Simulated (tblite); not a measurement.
**Molecular dynamics, with input and output: C₂H₇ClOSi₂ (part 2 of 2)**

The same run, continued: C₂H₇ClOSi₂, SMILES Cl[Si@@H]1CC[SiH2]O1; GFN2-xTB Langevin dynamics, gas phase (tblite 0.8.0). 

Geometry of the input (Å):
```
Cl -0.6135  2.7339  -1.6220
Si -0.4209  1.5310  -0.0367
C  1.1424  0.4401  -0.0895
C  0.7320  -0.9681  0.3751
Si -1.1056  -1.2214  -0.0822
O  -1.5525  0.3607  -0.1383
H  -0.6665  2.2556  1.2002
H  1.5118  0.3873  -1.1167
H  1.9678  0.8188  0.5127
H  0.8365  -1.0277  1.4608
H  1.4023  -1.7210  -0.0384
H  -1.9157  -1.8144  0.9716
H  -1.3225  -1.7744  -1.4142
```

**Trajectory as extended XYZ, continued**
```
13
Properties=species:S:1:pos:R:3:forces:R:3 step=21 time_fs=525.0 energy=-544.93016 temperature=839.4
Cl   -0.1231    2.3767   -1.7831    0.1304  -0.0342  -0.1078
Si    0.0246    1.5804    0.0816   -1.0606  -0.5067  -0.6135
C     0.9914   -0.1108    0.0634    1.9015   2.5320  -1.3301
C     0.1154   -1.2782    0.0471   -2.9639   0.0812   3.2468
Si   -1.8170   -0.7265   -0.1880    2.5546   1.2400   0.5671
O    -1.4541    0.8559    0.3387    0.1232  -0.2344  -0.6192
H     0.1818    2.8574    0.8373   -0.0418  -0.9959   0.0912
H     1.6808   -0.2918   -0.7507   -0.0179   0.7736  -1.2234
H     1.7764    0.0544    0.7843   -0.1920  -0.7735   1.4727
H     0.1697   -1.6658    1.0872   -0.4575  -0.2660  -0.2524
H     0.4177   -2.0634   -0.5368    0.7752  -1.5686  -1.6605
H    -2.5762   -1.1209    0.9451   -0.6552  -0.3539   0.3975
H    -2.2645   -0.8436   -1.5652   -0.0960   0.1064   0.0316
13
Properties=species:S:1:pos:R:3:forces:R:3 step=22 time_fs=550.0 energy=-545.30872 temperature=1014.4
Cl    0.1584    2.3785   -1.7580    0.0115   0.5040  -0.5630
Si   -0.0280    1.5301    0.0018   -0.8890  -0.1420   1.1237
C     0.9155   -0.0872    0.0090    0.5540  -0.7516  -1.4557
C    -0.1162   -1.2216    0.2183    0.5531  -0.1183   1.7101
Si   -1.8891   -0.7390   -0.1330   -1.3717   1.9150  -0.2196
O    -1.5334    0.9355    0.2276   -0.7368  -0.9757  -0.5815
H     0.2087    2.3204    1.2053   -0.0333   0.1654  -0.2225
H     1.4566   -0.1760   -0.9718   -0.4640  -0.2241   0.6665
H     1.6985   -0.1193    0.7574    0.0181  -0.1621   0.1317
H     0.0360   -1.4684    1.3023   -0.4981  -0.1798  -0.7356
H    -0.0275   -2.1310   -0.3245    1.1513  -0.7434  -0.4825
H    -3.1486   -1.2722    0.5990    1.2601   0.6073  -0.2684
H    -2.3120   -0.8210   -1.6081    0.4448   0.1052   0.8971
13
Properties=species:S:1:pos:R:3:forces:R:3 step=24 time_fs=600.0 energy=-544.67095 temperature=600.0
Cl    0.3382    2.3498   -1.7564    0.1970   0.8529  -1.2528
Si   -0.0705    1.4848   -0.0845    0.7095  -0.5768   1.4315
C     0.7725   -0.2211    0.0267    0.5543  -1.5759   1.9048
C    -0.2357   -1.2109    0.7283   -0.5910  -1.7335  -2.7840
Si   -1.8854   -0.6097   -0.0520   -0.1753  -1.6046  -1.6038
O    -1.6648    1.0015   -0.2171    0.9087   0.5911   0.8191
H     0.7419    2.2430    1.0611   -1.4291  -0.4365  -0.8388
H     0.9515   -0.7295   -0.9257    0.3699   0.6133   0.0896
H     1.7297   -0.2060    0.6642   -1.0715  -0.0269  -1.1915
H    -0.2384   -1.2698    1.7848    0.3254   0.2015   0.8161
H    -0.1243   -2.3806    0.3248    0.1405   2.7750   1.0732
H    -3.1612   -1.1143    0.4278    0.0284   0.4673   0.3504
H    -1.8742   -1.1268   -1.5505    0.0332   0.4531   1.1862
13
Properties=species:S:1:pos:R:3:forces:R:3 step=25 time_fs=625.0 energy=-544.59488 temperature=527.4
Cl    0.4015    2.3834   -1.7984    0.4838   0.1764  -0.1004
Si   -0.0334    1.4790   -0.0745    0.5775  -1.2175  -0.7989
C     0.7439   -0.2799    0.2087    1.9280   1.2362   3.4341
C    -0.3275   -1.1265    0.8226   -1.1782  -1.8146   1.0512
Si   -1.9642   -0.6729   -0.0954    0.2864   3.4331   2.1677
O    -1.5333    0.9863   -0.3660   -1.7326  -3.0466  -0.4800
H    -0.6035    2.2886    0.9082    0.5768   1.3834   1.4788
H     0.9276   -0.7696   -0.6765    0.7732  -0.5294  -2.2730
H     1.7558   -0.4108    0.8668   -2.0049   0.6968  -1.3648
H    -0.6072   -0.9638    1.8882    0.9527   0.1242  -0.3953
H     0.0159   -2.2340    0.7518   -0.7870   1.5475   0.1679
H    -3.2197   -0.3587    0.6260    0.4403  -0.4106  -0.2849
H    -1.8374   -1.5802   -1.0964   -0.3160  -1.5789  -2.6025
13
Properties=species:S:1:pos:R:3:forces:R:3 step=26 time_fs=650.0 energy=-544.60236 temperature=587.8
Cl    0.5100    2.3527   -1.8205   -0.1385  -0.1814   0.3422
Si   -0.0692    1.4727   -0.0771    0.3082   0.8123  -0.8431
C     0.6825   -0.1717    0.3531    0.1291   0.0847   2.6924
C    -0.4476   -0.9747    0.9722   -1.5932   2.6226   0.1041
Si   -1.9733   -0.6995   -0.1660   -1.9877  -0.6667  -0.1839
O    -1.5388    0.8399   -0.4519    0.0637   1.5214  -0.1874
H     0.4714    2.3869    0.9669   -0.8856  -0.0640  -0.1815
H     1.0583   -0.6528   -0.4750    0.9998  -1.1534  -1.7318
H     1.4290   -0.1519    1.1564    0.4342   0.2853  -0.5270
H    -0.7018   -0.5027    1.9970    0.2106  -0.7218  -1.3428
H    -0.2412   -1.9515    1.1126    1.0153  -3.1098   0.6368
H    -3.0521   -0.7715    0.8574    0.0230   0.1313  -0.3830
H    -2.7807   -1.1718   -1.5963    1.4211   0.4396   1.6049
13
Properties=species:S:1:pos:R:3:forces:R:3 step=27 time_fs=675.0 energy=-545.03672 temperature=984.7
Cl    0.5700    2.2977   -1.8410    0.5156   0.2381  -0.5034
Si   -0.0531    1.4828   -0.1773   -2.3335  -0.8172   1.3521
C     0.6912   -0.1876    0.5689   -2.3343  -0.3731  -2.6737
C    -0.5590   -0.9357    1.1276   -1.1927   4.1302   0.2531
Si   -1.9501   -0.7033   -0.1672   -0.3272   1.7852  -0.2316
O    -1.5991    0.9294   -0.5177    0.3707  -1.9357  -0.0443
H    -0.7773    2.4170    0.7681    1.3537   0.0260  -0.1607
H     1.2021   -0.7969   -0.2306   -0.6613   0.4759   0.5283
H     1.3926   -0.0208    1.2755    2.0925   0.4963   2.3919
H    -0.9392   -0.3590    2.0961    0.8609  -1.0879  -1.6685
H    -0.4662   -1.9124    1.3694    0.9018  -2.8104   0.8463
H    -3.3908   -0.7153    0.1956    0.6110   0.0591   0.0742
H    -1.7654   -1.4529   -1.3937    0.1429  -0.1865  -0.1637
13
Properties=species:S:1:pos:R:3:forces:R:3 step=28 time_fs=700.0 energy=-544.53819 temperature=988.8
Cl    0.7817    2.2782   -1.8630   -0.3933  -0.7374   0.4528
Si   -0.1864    1.3913   -0.2222    2.1582   0.5660  -1.5086
C     0.4810   -0.0889    0.7463    0.6160  -2.3646  -3.3805
C    -0.7047   -0.8552    1.3022    0.2466  -1.4467  -2.2476
Si   -1.9508   -0.6808   -0.1567    0.3683  -0.1789  -1.4650
O    -1.6202    0.9511   -0.6946   -1.2746  -1.9467   0.3249
H     0.1261    2.4485    0.6321   -0.3590   1.3797   1.2070
H     1.0710   -0.8831    0.0343   -1.3623   1.6216   1.0401
H     1.2971    0.2700    1.2625    1.1953   0.3178   2.2628
H    -1.2016   -0.4142    2.0877   -0.4154   0.8928   2.1842
H    -0.4864   -1.9359    1.4901   -0.0496   0.9722   0.2413
H    -3.3786   -0.4765    0.0527    0.1377  -0.2493  -0.0251
H    -1.3554   -1.7345   -1.2300   -0.8677   1.1734   0.9135
13
Properties=species:S:1:pos:R:3:forces:R:3 step=29 time_fs=725.0 energy=-544.71629 temperature=1109.0
Cl    0.9795    2.1115   -1.8008   -0.2960  -0.2294   0.4948
Si   -0.2187    1.5560   -0.2585   -0.1927  -0.1194   1.2302
C     0.3510    0.0045    0.9428    3.7423   1.4311  -1.3173
C    -0.8780   -0.7950    1.3005    2.4562  -3.3869  -2.8001
Si   -1.9870   -0.6938   -0.2526    1.3522   0.9290  -1.1637
O    -1.5924    0.8808   -0.7812   -0.4792  -1.5506   0.2259
H    -0.8450    2.7792    0.4640    0.8516  -0.8583  -0.5078
H     1.3311   -0.5695    0.4369   -2.7984   0.7184   0.6404
H     0.9749    0.4987    1.7391   -1.1993  -0.5904   0.1617
H    -1.3995   -0.3392    2.0215   -1.6657   1.5628   2.9104
H    -0.6442   -1.9043    1.6275   -0.2946   2.0455  -0.5239
H    -3.3236   -0.8055    0.0786   -2.0070   0.2195   0.7032
H    -1.9295   -1.4719   -1.4812    0.5307  -0.1713  -0.0537
13
Properties=species:S:1:pos:R:3:forces:R:3 step=31 time_fs=775.0 energy=-545.20551 temperature=780.1
Cl    1.3043    1.7557   -1.5955   -0.7839   0.0506   0.4906
Si   -0.3313    1.6541   -0.3401    0.2849  -1.3461  -0.1446
C     0.1229    0.4567    1.1465   -2.7799   1.4167   1.5464
C    -0.9933   -0.6154    1.3016   -0.4891  -1.6734  -1.2735
Si   -2.1280   -0.5978   -0.3562    1.2012  -0.4883  -0.8643
O    -1.5146    0.7530   -1.0996    0.8559   0.6850   1.0293
H    -0.8320    2.9345    0.1082   -0.0925   0.1008  -0.1906
H     1.1199    0.1806    1.1477    1.6759  -1.4439  -0.7112
H     0.1118    0.9262    2.1608   -0.2403   0.5904  -0.6944
H    -1.6604   -0.6142    2.2040    0.7290   0.8449  -0.6642
H    -0.5702   -1.6428    1.3902    0.1164   0.5480  -0.2313
H    -3.5196   -0.3875   -0.1160   -0.6118   0.1856   0.3086
H    -2.0596   -1.5251   -1.6400    0.1342   0.5296   1.3993
13
Properties=species:S:1:pos:R:3:forces:R:3 step=32 time_fs=800.0 energy=-545.20264 temperature=888.4
Cl    1.3278    1.6038   -1.4821   -0.0042  -0.0501   0.1394
Si   -0.3568    1.6491   -0.3554   -0.6053   1.5154  -2.9007
C    -0.0927    0.6484    1.1573    1.0284  -0.3188   0.8125
C    -0.9798   -0.5496    1.1847   -0.3108  -2.0340  -1.5734
Si   -2.0891   -0.5065   -0.3620    0.1623  -1.6584  -0.2510
O    -1.4433    0.6904   -1.1949    1.3405   1.4253  -0.0257
H    -0.8508    3.0444   -0.7182    0.1199  -0.9675   0.7393
H     0.9741    0.4038    1.1656    0.0777  -0.4129  -0.0611
H    -0.2330    1.0467    2.1098   -0.1621   1.6381   1.4341
H    -1.6638   -0.6582    1.9866   -0.1270   0.3207   1.2834
H    -0.3716   -1.4687    1.1824   -0.2006   0.1765   0.0654
H    -3.3334    0.1491   -0.0905   -0.8210  -0.2880   0.1901
H    -1.7916   -1.7944   -1.0787   -0.4978   0.6537   0.1477
13
Properties=species:S:1:pos:R:3:forces:R:3 step=33 time_fs=825.0 energy=-544.68294 temperature=825.6
Cl    1.3496    1.5094   -1.4075    0.1868   0.3962  -0.1754
Si   -0.3884    1.7248   -0.4605    0.8295   0.1992   2.4765
C    -0.0945    0.8404    1.3423   -2.3137  -1.5801   0.8731
C    -0.9294   -0.5648    1.1875    0.5006   0.9134  -1.0339
Si   -2.1450   -0.5497   -0.4393    1.0602   0.6663   1.6984
O    -1.3264    0.7145   -1.2740   -1.6734  -1.3354   0.6759
H    -1.1166    2.9989   -0.1504    0.4933  -0.5900  -0.4911
H     0.8096    0.4471    1.8187    0.5977   0.7184  -1.1325
H    -0.5517    1.2695    2.2859    0.0273   0.5443  -1.4627
H    -1.5389   -0.7589    2.0790    0.4680  -0.0592  -0.1987
H    -0.0696   -1.2783    1.1267   -1.3154  -0.0489  -0.1189
H    -3.5935   -0.3090    0.1371    1.3154   0.0491  -0.8660
H    -1.9099   -1.7485   -1.2225   -0.1762   0.1267  -0.2447
13
Properties=species:S:1:pos:R:3:forces:R:3 step=34 time_fs=850.0 energy=-544.46585 temperature=626.8
Cl    1.4474    1.4869   -1.4009   -0.4748   0.0188   0.4780
Si   -0.3603    1.6927   -0.4154    1.7594   0.1367  -2.8098
C    -0.4201    0.9963    1.2124   -4.7744  -2.8576   3.4328
C    -0.9645   -0.6055    1.0606    1.1816   2.6305   0.9441
Si   -2.1038   -0.5403   -0.3903   -2.4352  -1.0292  -1.1873
O    -1.3482    0.6618   -1.1527   -0.2395   0.0611  -1.2050
H    -0.8274    2.9364   -0.8034   -0.6356   1.6574  -0.1928
H     0.3239    0.7113    1.8163    3.6293   0.2162   1.7958
H    -1.2012    1.3491    2.0114    1.0344   0.3930  -1.7737
H    -1.2648   -0.7811    2.0809   -0.4790  -0.7069  -0.0196
H    -0.0122   -1.0809    0.8987   -0.0149  -0.8246  -0.3649
H    -3.5327    0.0462   -0.3003    1.0171  -0.4563   0.3168
H    -2.2583   -1.7525   -1.2967    0.4315   0.7609   0.5856
13
Properties=species:S:1:pos:R:3:forces:R:3 step=35 time_fs=875.0 energy=-544.53374 temperature=731.9
Cl    1.5187    1.4249   -1.3791   -0.1868  -0.0844  -0.0474
Si   -0.2919    1.7024   -0.6046   -1.5334  -0.2167   2.5555
C    -0.5933    0.9945    1.3565    0.5933  -0.5478  -0.4413
C    -0.9193   -0.4860    1.1796   -1.7709   0.3849  -0.1317
Si   -2.1570   -0.5423   -0.3502    3.0085   1.2070   1.3516
O    -1.4733    0.6851   -1.2244    0.5630   0.5584   0.3481
H    -0.7245    3.1473   -0.5670    0.1798  -0.9314  -0.3627
H     0.2310    0.8598    2.0923   -0.1685   1.4662  -0.5678
H    -1.4975    1.2719    1.8796    0.1404   1.5309  -0.1106
H    -1.1651   -0.8655    2.1919   -0.4411  -0.1369  -0.7356
H     0.0100   -0.8684    0.9581    1.8094  -1.7571  -0.9299
H    -3.3783   -0.2670    0.1861   -2.4774   0.6500   0.5800
H    -1.7754   -1.7026   -0.9600    0.2837  -2.1230  -1.5083
13
Properties=species:S:1:pos:R:3:forces:R:3 step=36 time_fs=900.0 energy=-544.80929 temperature=858.5
Cl    1.5337    1.4312   -1.4167   -0.3668  -0.5611   0.2562
Si   -0.3437    1.5721   -0.5730    1.8034   2.0561  -2.2302
C    -0.4940    1.0911    1.1586    0.6833  -1.0313   3.2817
C    -0.9515   -0.3878    1.2356   -1.8018   0.6146   0.8152
Si   -2.0863   -0.5718   -0.2625   -1.7429  -0.1724  -1.8164
O    -1.5670    0.7452   -1.1480   -0.5073  -0.9896  -0.4613
H    -0.5014    2.9415   -1.0198   -0.5424   0.2165   0.2285
H     0.3920    1.2868    1.8623   -1.3569  -0.1647  -0.8629
H    -1.4020    1.4821    1.5318   -0.4476   1.8076   0.6722
H    -1.5038   -0.6594    2.2153    1.2615   0.3954  -1.3037
H    -0.0495   -0.8519    1.0981    1.7982  -2.2503   0.0961
H    -3.5628   -0.0788   -0.0509    1.2488  -0.6535   0.0213
H    -1.9803   -1.6384   -1.3965   -0.0295   0.7328   1.3033
13
Properties=species:S:1:pos:R:3:forces:R:3 step=38 time_fs=950.0 energy=-544.71396 temperature=659.4
Cl    1.4497    1.4786   -1.4790   -0.9236   0.2379  -0.0264
Si   -0.4792    1.6437   -0.5974    1.4201  -0.2976  -2.3436
C    -0.0342    0.9790    1.0383   -2.2975  -1.3291   2.8376
C    -0.9437   -0.3754    1.3344    0.9476   1.4680  -1.3081
Si   -2.1852   -0.5004   -0.1079    1.5217   2.3853   0.3848
O    -1.3827    0.4713   -1.2495   -0.4355  -0.0601   0.6414
H    -0.9099    2.9751   -0.7913   -0.4989   0.6606  -0.1570
H     1.0033    0.6909    0.9080    0.0695   0.2329   1.2773
H    -0.3823    1.6724    1.9006    1.5579  -0.9761  -1.2300
H    -1.4372   -0.2077    2.3054    0.7554  -0.9359  -0.3370
H    -0.2752   -1.2539    1.1222   -0.6084   0.7080   1.2905
H    -3.4143    0.1640   -0.0621   -1.3860   0.7168   0.3891
H    -2.2856   -1.6847   -0.7483   -0.1224  -2.8106  -1.4185
13
Properties=species:S:1:pos:R:3:forces:R:3 step=39 time_fs=975.0 energy=-544.60654 temperature=660.5
Cl    1.3455    1.5477   -1.4973    1.8135   0.1441  -1.1812
Si   -0.3839    1.6085   -0.6659   -0.4501  -0.5910   1.4747
C     0.0290    0.7750    1.1520   -0.0902   3.7473  -2.6331
C    -0.9707   -0.2444    1.3714   -2.1924  -1.1402  -0.1215
Si   -2.2217   -0.4589   -0.1025   -0.0272  -0.2864  -1.4408
O    -1.2580    0.3721   -1.2078   -1.4096  -0.4857   0.3789
H    -1.1121    2.7654   -1.0962   -0.2009   0.4289   0.2482
H     0.9370    0.3327    0.9105    1.9713  -0.4524   0.1935
H     0.1239    1.6674    1.7962   -0.0292  -1.0938   0.4267
H    -1.5484    0.1216    2.1967   -0.3737  -0.8791   0.9944
H    -0.5252   -1.2305    1.4327    0.0372  -0.0459   1.0228
H    -3.5448    0.2189    0.3893    1.0480  -0.5496  -0.7091
H    -2.3159   -1.7206   -1.0815   -0.0967   1.2037   1.3466
13
Properties=species:S:1:pos:R:3:forces:R:3 step=40 time_fs=1000.0 energy=-545.13804 temperature=788.9
Cl    1.4246    1.5860   -1.5992   -0.7482   0.1521   0.0740
Si   -0.3335    1.5339   -0.5803    0.0752  -0.5416   0.7579
C     0.0282    0.7045    1.1817    0.4650  -1.7568  -4.9883
C    -1.1074   -0.2223    1.4349   -0.8255  -1.2503  -0.5046
Si   -2.2619   -0.3998   -0.1373   -0.1283  -1.3906   0.4075
O    -1.3272    0.3659   -1.2099    1.2080   1.1729  -0.4535
H    -1.0727    2.7586   -0.1745    0.2451  -0.2481  -0.7596
H     0.9290    0.1227    0.8885   -0.1963   0.1763   0.8784
H     0.2621    1.4671    1.7881    0.6345   1.9583   2.7465
H    -1.7302    0.1485    2.2062   -0.5212   0.2641   1.0505
H    -0.7537   -1.2218    1.7283   -0.0997   0.3021   0.1445
H    -3.3775    0.5281   -0.1361   -0.4227  -0.1582   0.2447
H    -2.5425   -1.8435   -0.6383    0.3140   1.3198   0.4021
```

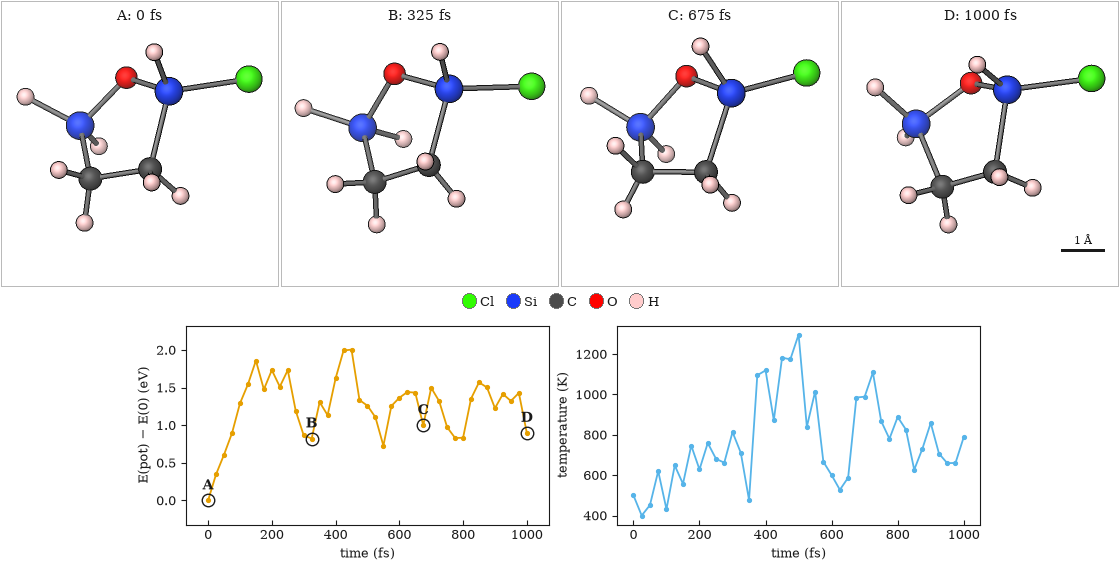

**Figure 1.** Frames of the molecular dynamics (ball-and-stick, seen at a tilt) above the curves, on which the letters mark them. The trajectory kept here has 41 frames over 1000 fs. The temperature starts at 500 K, ranges from 400 to 1297 K and averages 810 K over the second half. The potential energy ends 0.898 eV above its first value. After an unweighted best fit of the last frame on the first, the root-mean-square displacement is 0.41 Å, and H12 has moved furthest (0.71 Å).

**Key numbers**

- outcome: finished
- mean temperature over the second half: 810 K
- trajectory: 41 frames kept, 1000 fs
- hardware: 1 CPU thread, shared host
- wall time: 56 s
- peak memory: 0.18 GiB
